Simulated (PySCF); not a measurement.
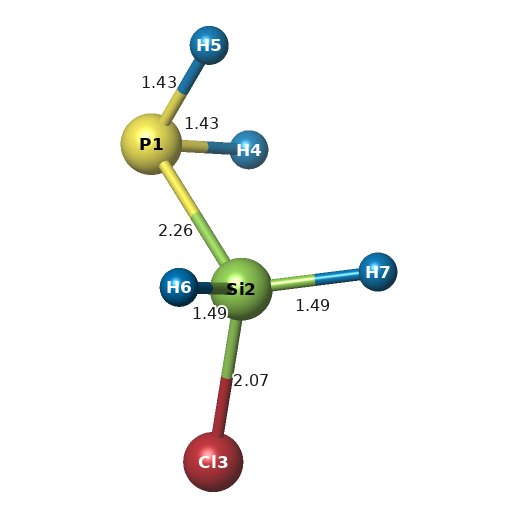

Bond lengths are marked in Å; every bond is drawn as one stick. The geometry was computed by an optimisation with PBE0-D3(BJ)/def2-SVP. No frequency run is at hand to confirm it as a minimum.

> Assign a bond order to each marked bond.

P1–Si2 single; P1–H4 single; P1–H5 single; Si2–Cl3 single; Si2–H6 single; Si2–H7 single.

> Write the SMILES.

P[SiH2]Cl
